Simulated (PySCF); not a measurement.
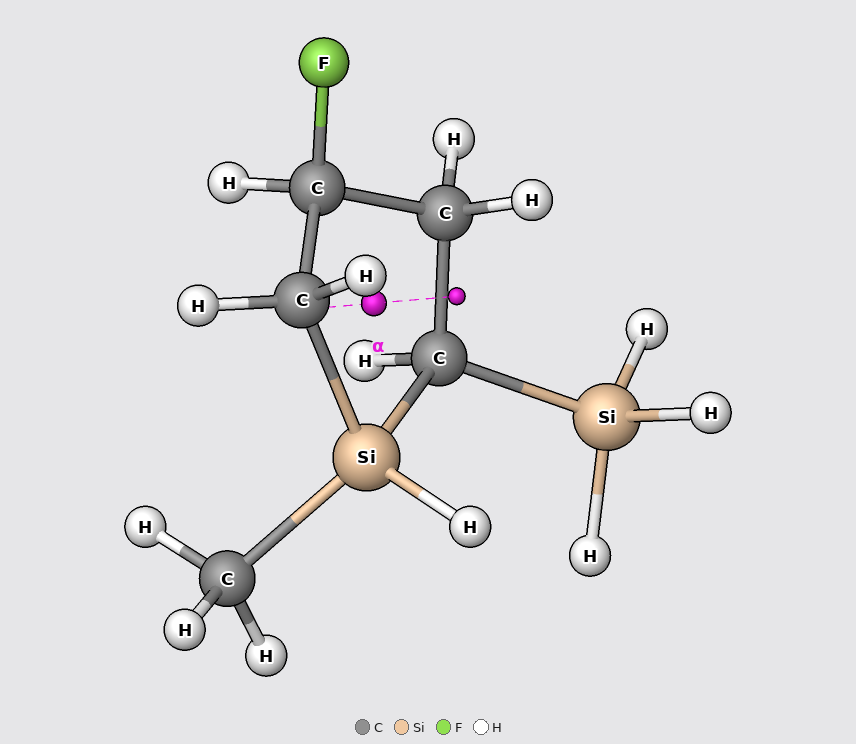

The small points mark where nucleus-independent chemical shifts (NICS) were computed: at the centre of each lettered ring and 1 Å above and below it. The geometry was computed by an optimisation with GFN2-xTB. No frequency run is at hand to confirm it as a minimum. Method: GIAO PBE0/pcSseg-1 NMR shielding, non-relativistic, gas phase (PySCF 2.14.0).

Give NICS(0), NICS(1) and the out-of-plane component NICS(1)zz for each ring (means of the two sides).

```json
{"ring": "α", "members": "C4Si", "NICS(0)": "−5.3", "NICS(1)": "−4.0", "NICS(1)zz": "−0.6"}
```

Values in ppm.

### What do the values say about the ring currents?

Ring α: weak, as in a non-aromatic ring. NICS is one index among several.

The geometry is semi-empirical. Around Si such bond lengths and angles can be off by a tenth of an ångström or more and by several degrees, and values that hang on the shape move with them.
